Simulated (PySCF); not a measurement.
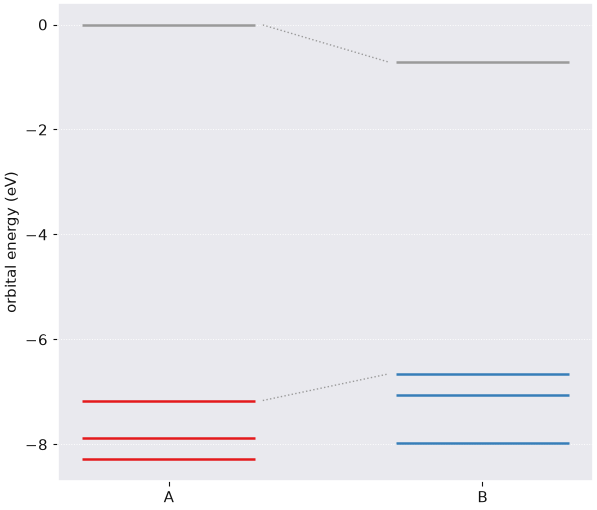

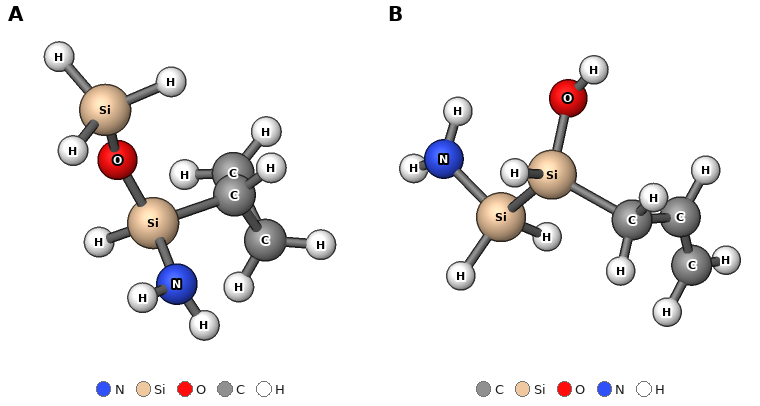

Related molecules: A is C₃H₁₁NOSi₂, SMILES N[Si@@H](O[SiH3])C1CC1; B is C₃H₁₁NOSi₂, SMILES C=CC[Si@@H](O)[SiH2]N. Frontier orbital energies, B3LYP/def2-SVPD in PySCF 2.14.0, at a GFN2-xTB geometry (no frequency check); drawn are at most three filled levels and, in grey, the LUMO with any level within 0.03 eV of it; dotted lines join the HOMOs and the LUMOs.

What does the change do to the frontier levels?

From A to B the HOMO rises by 0.51 eV and the LUMO falls by 0.71 eV, so the separation goes from 7.16 to 5.95 eV.

Limits of at least one run: one conformer of a flexible molecule; the tight-binding geometry is rougher than a DFT one and adds to the error.
